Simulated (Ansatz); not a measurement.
Single-point calculation of CH3F3GeO

The run: single-point calculation of CH3F3GeO, SMILES FC(F)(F)[O][GeH3]. Method and program: RKS BHLYP-D4/def2-TZVPP (Ansatz 0.2.0).

The geometry comes from this level: PBE0-D4/def2-TZVP.

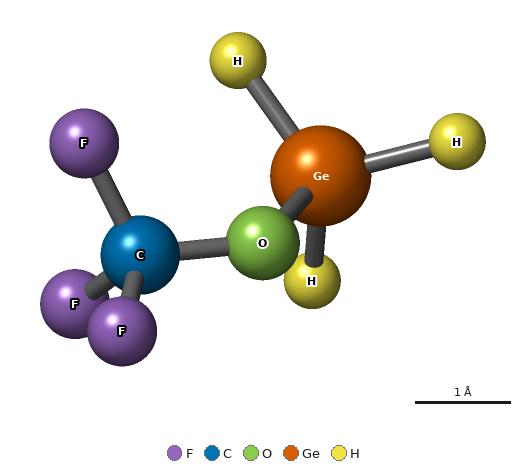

**Figure 1.** The structure (ball-and-stick view, seen at a tilt). Sticks mark near contacts.

## Summary

| quantity | value |
| --- | --- |
| outcome | converged |
| total energy | −67802.6679 eV |
| mean-field energy | −67802.4626 eV |
| dispersion energy | −0.2053 eV |
| SCF solution under orbital rotations | stable |
| HOMO | −11.11 eV |
| LUMO | 0.53 eV |
| hardware | 4 threads of Arm Neoverse V1, 23 GiB of memory available, shared host |
| wall time | 4 s (CPU time 15 s) |
| peak memory | 0.73 GiB |

## Input file
```yaml
crystal:
  periodic: [false, false, false]
  atoms:
    - {symbol: F, position_ang: [2.205826, -0.338307, -1.242812]}
    - {symbol: C, position_ang: [0.927917, -0.411026, -0.885312]}
    - {symbol: F, position_ang: [0.210764, 0.285506, -1.794513]}
    - {symbol: F, position_ang: [0.545799, -1.694127, -1.015640]}
    - {symbol: O, position_ang: [0.768316, 0.044450, 0.342448]}
    - {symbol: Ge, position_ang: [-0.873638, 0.446678, 1.015125]}
    - {symbol: H, position_ang: [-1.260975, 1.821166, 0.465898]}
    - {symbol: H, position_ang: [-1.837779, -0.659745, 0.581103]}
    - {symbol: H, position_ang: [-0.597829, 0.459206, 2.516605]}
basis:
  gaussian: {orbitals: def2-TZVPP}
hamiltonian: {xc: {name: BHLYP}, dispersion: d4}
output: {orbitals: {seedname: orbitals}}
```

Run as:
```bash
ansatz run in.yaml --threads 4 --pin off --events-out ev --progress --plain --max-ram 10444MiB
```

## Log
```
Functional definition: BHLYP
  name "BHLYP"
  cite "Becke, J. Chem. Phys. 98, 1372 (1993) doi:10.1063/1.464304"
  cite "Becke, Phys. Rev. A 38, 3098 (1988) doi:10.1103/PhysRevA.38.3098"
  cite "Lee, Yang & Parr, Phys. Rev. B 37, 785 (1988) doi:10.1103/PhysRevB.37.785"
  parameter a = 0.5
  exchange = (1 - a)*b88_x + a*exact_x
  correlation = lyp_c
1560 factors; their error is unknown
mean field evaluation 1: about -67797.2538 eV, gradient 5.8e1 eV
mean field evaluation 2: about -67796.3116 eV, gradient 6.4e1 eV
mean field evaluation 4: about -67801.8096 eV, gradient 2.6e0 eV
mean field evaluation 8: about -67801.8187 eV, gradient 7.9e-2 eV
mean field evaluation 16: about -67802.4624 eV, gradient 1.3e-4 eV
mean field -67802.46244359 eV, -2491.6945366424 hartree, gradient 2.3e-5 eV, S^2 0.000000; 0 other end points of the search recorded, 0 dependent functions left out
reference -67802.46260441 eV, -2491.6945425524 hartree; 38, 38 occupied and 207, 207 virtual orbitals, 1560 factors
Total energy: -67802.66794655 eV, -2491.7020887366 hartree
```

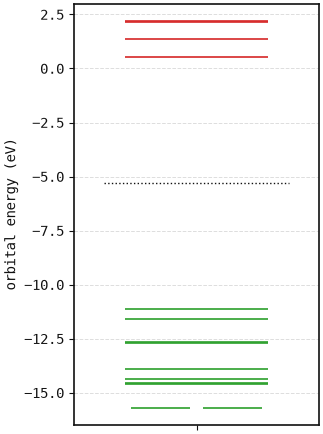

**Figure 2.** Orbital energies near the frontier; the dotted line parts filled from empty levels, and levels within 0.02 eV of each other stand side by side. Highest filled −11.11 eV, lowest empty 0.53 eV, 11.64 eV apart.
